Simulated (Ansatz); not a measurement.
All values below come from PBE (plane waves to 420 eV, PAW; Ansatz, a quantum-chemistry and plane-wave program).

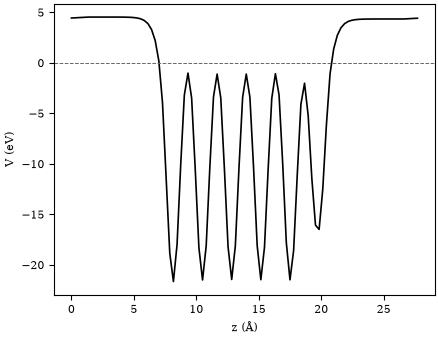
Fig. 1. Electrostatic potential energy of an electron, averaged over planes parallel to the surface, in eV from the Fermi level, for a constructed model of the (110) surface of bcc Nb, a cell of two sites (a+b, b-a) surface alloy, Ti on one Nb site of the top plane (bottom of the slab: a bare face, its two planes held)

Set-up: 12 atoms, 11.7 Å thick at the start; mesh 11x8x1; 0.1 eV smearing; dipole correction on; 4 atoms held, the rest relaxed; held to the start's symmetry, so lower structures may exist; no spin, no spin-orbit, no U. It is one candidate, not shown to be the stable structure of the face.

The vacuum level lies 4.34 eV above the Fermi level over the top face and 4.53 eV above it under the bottom face.
